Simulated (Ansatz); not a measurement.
Fluorite NiSi2 was calculated with HSE06-D3(BJ) (Ansatz, a first-principles code, PAW).

Numerical settings: plane-wave cutoff 460 eV, 10×10×10 k mesh, Fermi–Dirac smearing 0.05 eV, no spin polarisation, scalar-relativistic PAW data made under PBE.

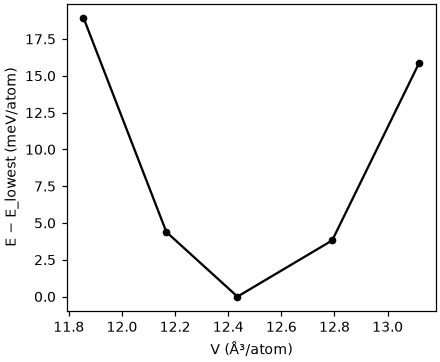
Fig. 1. Total energy against volume

Question: From the curve, estimate the equilibrium volume and the bulk modulus.

Answer: V0 ≈ 12.5 Å³/atom and B0 ≈ 170 GPa; the fit gives V0 = 12.482 Å³/atom, B0 = 175 GPa, B′ = 5.2.

Measured, for comparison: equilibrium volume per atom 13.17 Å³/atom (temperature not stated, no zero-point or thermal correction; as tabulated in Wikipedia's data pages). Computed (rounded) less measured: equilibrium volume per atom -5.2 %.

Note: the run has no spin polarisation, so it can have missed a magnetic state.

The computed numbers hold no vibrational or temperature effects.
